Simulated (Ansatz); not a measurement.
```tsv
atom	x (Å)	y (Å)	z (Å)
F	-1.4736	-0.0232	-1.8972
C	-1.0359	0.3409	-0.6659
F	-2.0230	0.0602	0.2150
C	0.2077	-0.4544	-0.3461
C	0.9220	0.0021	0.9006
F	1.2391	1.3047	0.8313
F	2.0632	-0.6779	1.0591
F	0.1946	-0.1717	2.0045
H	-0.8767	1.4232	-0.6664
H	-0.0580	-1.5070	-0.2361
H	0.9060	-0.3539	-1.1783
```

Geometry: PBE0-D4/def2-TZVP.

Theory: RKS PBE0-D4/def2-TZVPP (Ansatz).

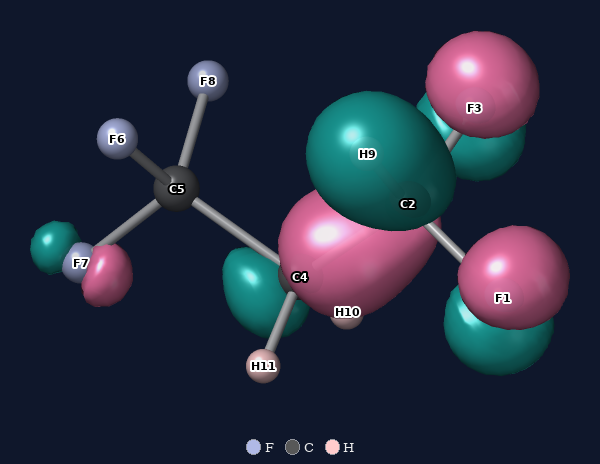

C₃H₃F₅ (SMILES FC(F)CC(F)(F)F). The HOMO at ±0.2 Å⁻³ᐟ² (teal and pink are the two phases), seen at a tilt.

Describe this orbital and give its energy.

Answer. By Hirshfeld shares it lies mainly on F3 (about 25 %), F1 (about 20 %), C2 (about 20 %), C4 (about 15 %) and H9 (about 10 %). Its energy is −10.20 eV.
